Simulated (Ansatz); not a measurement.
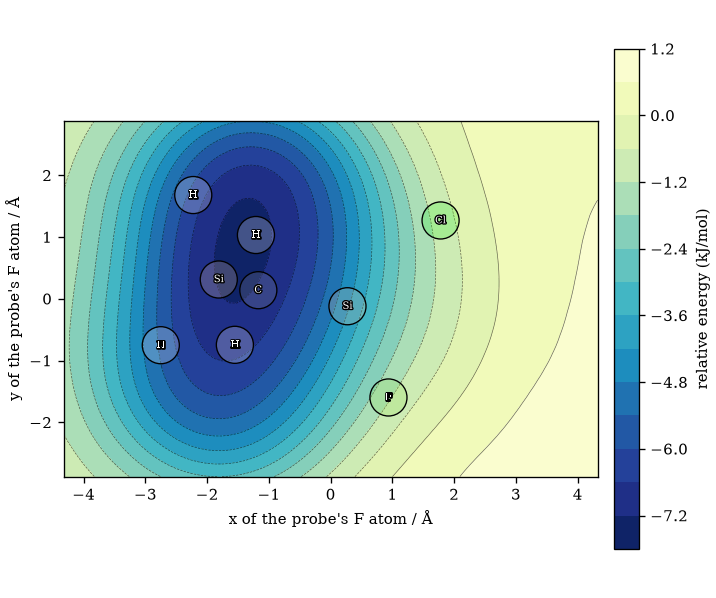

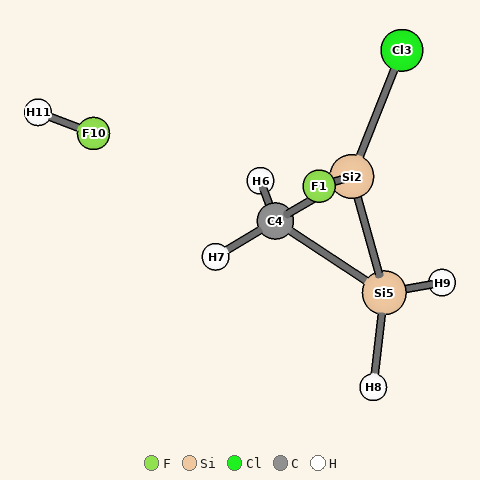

Energy landscape of CH₄ClFSi₂ (SMILES F[Si]1(Cl)C[SiH2]1) with the probe HF. 
- The probe is moved over a plane parallel to the molecule's main plane, 4.38 Å above it.
- Coordinates scanned: (1) x of the probe's F atom; (2) y of the probe's F atom.
- Nothing is relaxed (molecule and probe rigid, the probe upright with F nearest the plane).
- The scan uses a 19 × 13 grid.
- All energies are given in kJ/mol relative to molecule and probe far apart, each relaxed in its own basis (no counterpoise correction).
- Level of theory: RKS PBE0-D4/def2-SVP in Ansatz 0.2.0.

In the figure: filled contours, labelled circles for the molecule's atoms, projected on the plane. Between grid points the surface is interpolated. The second picture is the structure at the lowest point.

Q: Summarise what can be read from the map.

A: The lowest grid point is at x of the probe's F atom = −1.44 Å, y of the probe's F atom = 0.96 Å, −7.4 kJ/mol from molecule and probe far apart, each relaxed in its own basis (no counterpoise correction). No other kind of well shows on this grid. The highest grid point, x of the probe's F atom = 3.84 Å, y of the probe's F atom = −2.88 Å, lies 8.3 kJ/mol above the lowest. Near the minimum the curvatures are about 0.0058 and 0.023 eV/Å² along the soft and the stiff direction.

Grid values (kJ/mol):

| y of the probe's F atom ↓, x of the probe's F atom → | −4.32 | −3.36 | −2.40 | −1.44 | −0.48 | 0.48 | 1.44 | 2.40 | 3.36 | 4.32 |
| --- | --- | --- | --- | --- | --- | --- | --- | --- | --- | --- |
| 2.88 | −0.8 | −1.8 | −3.6 | −4.8 | −4.1 | −2.1 | −0.5 | 0.2 | 0.4 | 0.5 |
| 2.40 | −1.0 | −2.4 | −4.7 | −6.1 | −5.4 | −3.0 | −0.9 | 0.1 | 0.4 | 0.6 |
| 1.92 | −1.2 | −2.9 | −5.5 | −6.9 | −6.1 | −3.7 | −1.2 | 0.0 | 0.4 | 0.6 |
| 1.44 | −1.3 | −3.2 | −6.0 | −7.3 | −6.5 | −4.0 | −1.5 | −0.1 | 0.4 | 0.6 |
| 0.96 | −1.4 | −3.5 | −6.3 | −7.4 | −6.6 | −4.1 | −1.6 | −0.2 | 0.4 | 0.6 |
| 0.48 | −1.5 | −3.6 | −6.4 | −7.4 | −6.4 | −4.1 | −1.7 | −0.3 | 0.4 | 0.6 |
| 0.00 | −1.6 | −3.8 | −6.4 | −7.2 | −6.2 | −3.8 | −1.6 | −0.3 | 0.4 | 0.7 |
| −0.48 | −1.6 | −3.9 | −6.3 | −7.0 | −5.8 | −3.4 | −1.4 | −0.2 | 0.5 | 0.7 |
| −0.96 | −1.7 | −3.9 | −6.1 | −6.6 | −5.3 | −2.9 | −1.1 | −0.1 | 0.5 | 0.7 |
| −1.44 | −1.6 | −3.7 | −5.7 | −6.1 | −4.6 | −2.3 | −0.7 | 0.2 | 0.6 | 0.8 |
| −1.92 | −1.3 | −3.2 | −5.1 | −5.3 | −3.8 | −1.7 | −0.3 | 0.4 | 0.7 | 0.8 |
| −2.40 | −1.1 | −2.4 | −4.0 | −4.2 | −2.8 | −1.1 | 0.0 | 0.6 | 0.8 | 0.8 |
| −2.88 | −0.8 | −1.7 | −2.7 | −2.9 | −1.8 | −0.5 | 0.3 | 0.7 | 0.8 | 0.8 |

The table holds every second grid line.

Each point was launched as `ansatz run input.yaml --threads 1 --pin off --max-ram 2560MiB --backend cpu --events-out ev --progress --plain --runs-dir out`. The whole map (247 points run) took 27 min on 1 thread of Arm Neoverse V2, on a shared host.
